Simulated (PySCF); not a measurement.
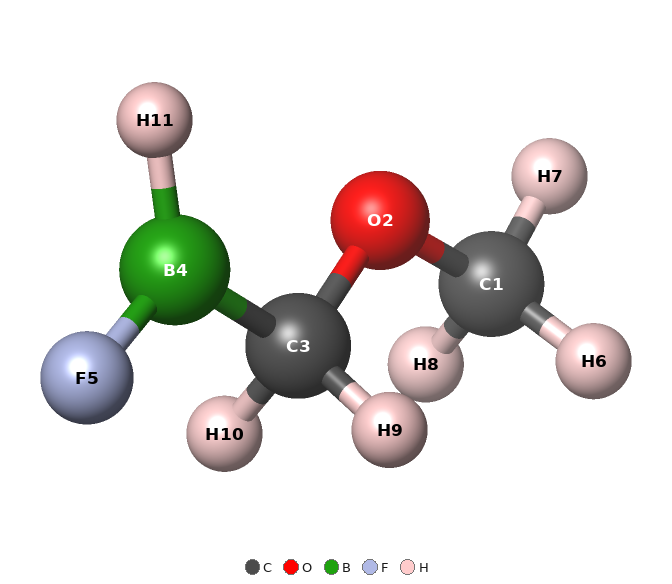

The geometry was computed by an optimisation with PBE0-D3(BJ)/def2-SVP. No frequency run is at hand to confirm it as a minimum. Electric field gradients from the ground-state density, PBE/pcJ-1 (PySCF 2.14.0), non-relativistic apart from any core potentials.

Give the largest field-gradient component, the quadrupole coupling constant and the asymmetry for 17O at O2 (Q = −25.6 mb), 11B at B4 (Q = 40.59 mb), 2H at H6 (Q = 2.86 mb), 2H at H7 (Q = 2.86 mb).

| atom | V_zz (a.u.) | e²qQ/h (MHz) | η |
| --- | --- | --- | --- |
| O2 | 1.964 | −11.81 | 0.98 |
| B4 | 0.452 | 4.31 | 0.59 |
| H6 | 0.263 | 0.177 | 0.09 |
| H7 | 0.280 | 0.188 | 0.07 |
